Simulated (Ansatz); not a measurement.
# Work functions of 10 metals against electronegativity: Y, Mg, V, Zr, Hf, Ti, Pd, Rh, Be, Ir (PBEsol, PAW set soft_1)

How far does a number tabulated for the element predict the work function of the metal?

All values are computed: Ansatz 0.2.0, PBEsol, plane waves, PAW set soft_1, scalar-relativistic unless marked; slabs or sheets with vacuum, the vacuum level from the planar mean of the electrostatic potential.

| metal and face | Pauling electronegativity | work function (eV) | line (eV) |
| --- | --- | --- | --- |
| (001) face of hcp Y | 1.22 | 3.30 | 3.91 |
| (001) face of hcp Mg | 1.31 | 3.77 | 4.03 |
| (100) face of bcc V | 1.63 | 3.77 | 4.47 |
| (001) face of hcp Zr | 1.33 | 4.25 | 4.06 |
| (001) face of hcp Hf | 1.3 | 4.41 | 4.02 |
| (001) face of hcp Ti | 1.54 | 4.44 | 4.35 |
| (110) face of fcc Pd | 2.2 | 4.85 | 5.25 |
| (100) face of fcc Rh | 2.28 | 5.22 | 5.36 |
| (001) face of hcp Be | 1.57 | 5.42 | 4.39 |
| (100) face of fcc Ir | 2.2 | 5.68 | 5.25 |

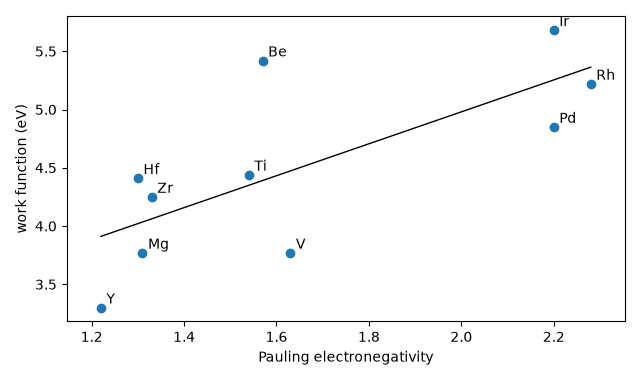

Computed work functions (points) and the least-squares line.

A least-squares line gives work function = 1.37 × electronegativity + 2.24 eV, with correlation 0.73. The line misses the rows by 0.42 eV on average, and their plain mean by 0.63 eV, so the line does better. Both numbers measure how tightly the outermost electrons are held, so they rise together. The largest miss is Be, 1.03 eV above the line; the surface dipole and the bulk Fermi level, which such a number can't hold, differ with face and density.

**Worked step.** For Ti: 1.37 × 1.54 + 2.24 = 4.35 eV, against 4.44 eV computed.

One face a metal, thin 1×1 slabs on database lattices.
